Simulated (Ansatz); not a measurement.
# CH5ClSi2: geometry optimisation

The task: find the minimum of CH5ClSi2 nearest to the start.

Method: RKS BHLYP-D4/def2-SVPD; program: Ansatz 0.2.0.

1 further run of the same task is left out (set aside as unsound or not needed).

### 1 The system as given

9 atoms, charge 0, spin multiplicity 1.

Atoms are counted from 1 here; the program's logs count them from 0.

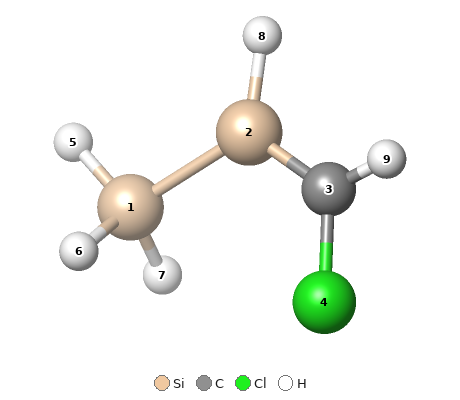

The starting geometry (silicon light orange, carbon grey, chlorine green, hydrogen white); atoms are numbered from 1 in the order of the file.

Coordinates:

```csv
atom,x (Å),y (Å),z (Å)
Si1,-0.22922,0.63487,-1.49437
Si2,0.82773,-0.32715,0.34777
C3,-0.08220,-0.68003,1.79569
Cl4,-1.78923,-0.34292,1.94549
H5,0.78953,0.82164,-2.58292
H6,-0.80934,1.96721,-1.11554
H7,-1.32772,-0.26466,-1.98357
H8,2.28323,-0.67661,0.37946
H9,0.33723,-1.13234,2.70798
```

### 2 Relaxation

The input, input.yaml:

```yaml
crystal:
  periodic: [false, false, false]
  atoms:
    - { symbol: Si, position_ang: [-0.229221, 0.634869, -1.494373] }
    - { symbol: Si, position_ang: [0.827729, -0.327151, 0.347771] }
    - { symbol: C, position_ang: [-0.082204, -0.680031, 1.795689] }
    - { symbol: Cl, position_ang: [-1.789235, -0.342918, 1.945493] }
    - { symbol: H, position_ang: [0.789527, 0.821639, -2.582918] }
    - { symbol: H, position_ang: [-0.809341, 1.967206, -1.115538] }
    - { symbol: H, position_ang: [-1.327719, -0.264657, -1.983572] }
    - { symbol: H, position_ang: [2.283226, -0.676614, 0.379462] }
    - { symbol: H, position_ang: [0.337228, -1.132345, 2.707976] }
basis:
  gaussian: { orbitals: def2-SVPD }
hamiltonian:
  xc: { name: BHLYP }
  dispersion: d4
output:
  forces: true
relax:
  f_tol: 0.003
  max_steps: 120
```

Started as:

```console
$ ansatz run input.yaml --threads 1 --pin off --max-ram 2560MiB --backend cpu --events-out ev --progress --plain --runs-dir out
```

What it wrote, cut to the lines that bear on the results:

```text
Warning: RAYON_NUM_THREADS=1 ignored (pool sized by the plan → 1); use --threads N
[...]
Functional definition: BHLYP
[...]
1374 factors; integrals over basis functions are off by at most 5.5e-4 eV
[...]
mean field -29384.30940923 eV, -1079.8534533888 hartree, gradient 6.6e-5 eV, S^2 0.000000; 0 other end points of the search recorded, 0 dependent functions left out
[...]
reference -29384.30961633 eV, -1079.8534609995 hartree; 28, 28 occupied and 107, 107 virtual orbitals, 1374 factors
relax step   1: F+E_penalty+E_count = -29384.64113891 eV  Δ(F+E_penalty+E_count) = +0.000e0 eV  max|allowed force component| = 8.675e-1 eV/Å  Δτ_max = 0.0000 Å  (26 SCF iters, accepted)
[...]
relax step   6: F+E_penalty+E_count = -29384.68498222 eV  Δ(F+E_penalty+E_count) = -6.448e-6 eV  max|allowed force component| = 6.503e-3 eV/Å  Δτ_max = 0.0021 Å  (25 SCF iters, accepted)
[...]
relax step   7: F+E_penalty+E_count = -29384.68499345 eV  Δ(F+E_penalty+E_count) = -1.123e-5 eV  max|allowed force component| = 7.115e-4 eV/Å  Δτ_max = 0.0029 Å  (25 SCF iters, accepted)
1374 factors; integrals over basis functions are off by at most 5.0e-4 eV
[...]
mean field -29384.35050309 eV, -1079.8549635604 hartree, gradient 1.1e-5 eV, S^2 0.000000; 1 other end points of the search recorded, 0 dependent functions left out
[...]
reference -29384.35070864 eV, -1079.8549711143 hartree; 28, 28 occupied and 107, 107 virtual orbitals, 1374 factors
Total energy: -29384.68519900 eV, -1079.8672634084 hartree
Atom 0 at    -0.229886     0.631719    -1.485939 Å, force    -0.000635     0.000151    -0.000092 eV/Å
Atom 1 at     0.820353    -0.329653     0.358377 Å, force     0.000092    -0.000178     0.000711 eV/Å
Atom 2 at    -0.074322    -0.675646     1.779772 Å, force    -0.000297     0.000224    -0.000233 eV/Å
Atom 3 at    -1.777099    -0.336779     1.922546 Å, force    -0.000153     0.000190    -0.000379 eV/Å
Atom 4 at     0.775079     0.815134    -2.557388 Å, force     0.000074    -0.000072     0.000141 eV/Å
Atom 5 at    -0.795501     1.942931    -1.104235 Å, force     0.000129     0.000102    -0.000023 eV/Å
Atom 6 at    -1.307431    -0.261281    -1.961675 Å, force     0.000065    -0.000126    -0.000114 eV/Å
Atom 7 at     2.255217    -0.666113     0.369045 Å, force     0.000086    -0.000027    -0.000069 eV/Å
Atom 8 at     0.333580    -1.120315     2.679486 Å, force     0.000638    -0.000265     0.000057 eV/Å
Dipole moment:     0.351061     0.031780    -0.290565 e Å
```

Run time: 1.8 min. Hardware: 1 thread of Arm Neoverse N1, shared host; peak memory 0.33 GiB.

Along the way:

```csv
step,energy from step 1 (eV),largest force component (eV/Å)
1,0.0000,0.8675
2,-0.0400,0.3631
3,-0.0435,0.0402
4,-0.0438,0.0151
5,-0.0438,0.0126
6,-0.0438,0.0065
7,-0.0439,0.0007
```

Distances of close pairs at the start and the end, largest changes first:

```csv
bond,before (Å),after (Å),change (Å)
Si2–C3,1.746,1.715,-0.031
Si1–H7,1.502,1.478,-0.024
Si1–H6,1.502,1.478,-0.024
Si2–H8,1.497,1.474,-0.023
Si1–H5,1.503,1.480,-0.022
C3–H9,1.101,1.083,-0.018
C3–Cl4,1.746,1.742,-0.004
Si1–Si2,2.332,2.330,-0.002
```

### 3 Results

| quantity | value |
| --- | --- |
| energy gained | 0.0439 eV |
| root mean square move | 0.026 Å |
| dipole moment | 2.19 D |

In words: Bond lengths: Si1–Si2 2.330 Å, Si1–H5 1.480 Å, Si1–H6 1.478 Å, Si1–H7 1.478 Å, Si2–C3 1.715 Å, Si2–H8 1.474 Å, C3–Cl4 1.742 Å, C3–H9 1.083 Å. Angles: Si2–Si1–H5 108.5°, Si2–Si1–H6 109.5°, Si2–Si1–H7 109.5°, H5–Si1–H6 109.7°, H5–Si1–H7 109.7°, H6–Si1–H7 109.9°, Si1–Si2–C3 120.3°, Si1–Si2–H8 122.6°, C3–Si2–H8 117.1°, Si2–C3–Cl4 122.6°, Si2–C3–H9 125.1°, Cl4–C3–H9 112.3°. No frequencies were computed here.
